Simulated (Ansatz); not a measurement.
Input

```
crystal:
  periodic: [false, false, false]
  atoms:
    - { symbol: C, position_ang: [-0.6744, 0.2455, -0.4445] }
    - { symbol: C, position_ang: [0.7058, 0.5297, -0.0039] }
    - { symbol: Al, position_ang: [-0.1513, -1.0331, 0.8824] }
    - { symbol: H, position_ang: [-0.734, -0.0669, -1.5037] }
    - { symbol: H, position_ang: [-1.4386, 1.0533, -0.1216] }
    - { symbol: H, position_ang: [0.8353, 1.461, 0.6149] }
    - { symbol: H, position_ang: [1.4976, 0.3097, -0.7751] }
    - { symbol: H, position_ang: [0.0516, -2.5563, 1.2957] }
basis:
  gaussian: { orbitals: def2-SVP }
hamiltonian:
  xc: b3lyp
relax:
  f_tol: 0.02
  max_steps: 40
output:
  orbitals: {}
```

Command:

```sh
ansatz run input.yaml --threads 1 --pin off --max-ram 2048MiB --backend cpu --events-out ev --progress --plain --runs-dir out
```

The fields are those of the relaxed geometry.

These are results of RKS B3LYP/def2-SVP in Ansatz, not measurements.

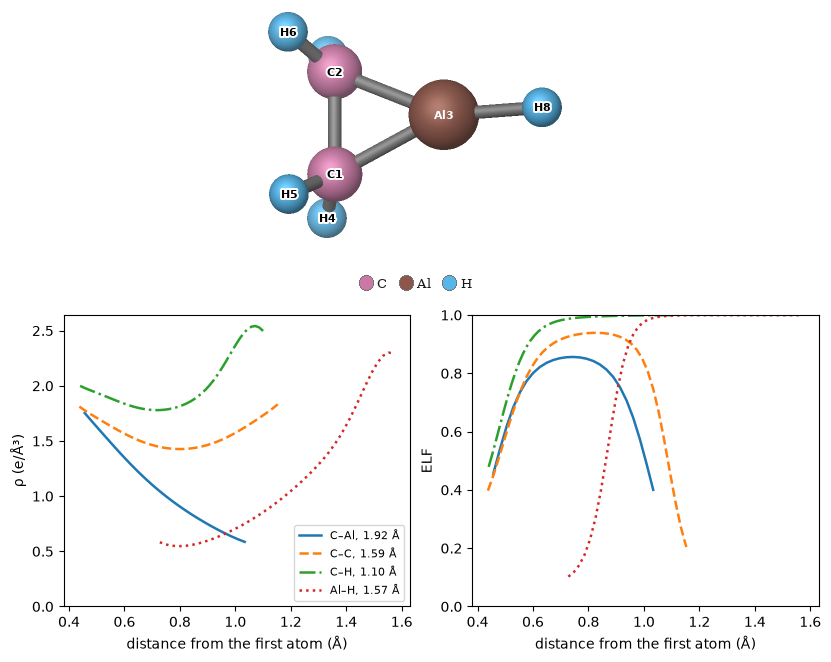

C$_{2}$H$_{5}$Al. Total electron density and electron localisation function along straight lines between neighbouring atoms. The curves leave out the atomic cores. The structure is drawn too.

**What can be read from the curves?**

C–Al (1.92 Å): ρ is about 0.66 e/Å³ halfway; the ELF peaks at about 0.85 between the atoms; a shared but strongly polarised pair.
C–C (1.59 Å): ρ at the midpoint is about 1.4 e/Å³; the ELF peaks at about 0.95 between the atoms (localised, covalent bonding).
C–H (1.10 Å): the density is about 1.9 e/Å³ at the midpoint; the ELF climbs to about 1 towards the hydrogen, as it does in any bond to H: a covalent bond by its length.
Al–H (1.57 Å): the density is about 0.55 e/Å³ at the midpoint; the ELF climbs to about 1 towards the hydrogen.
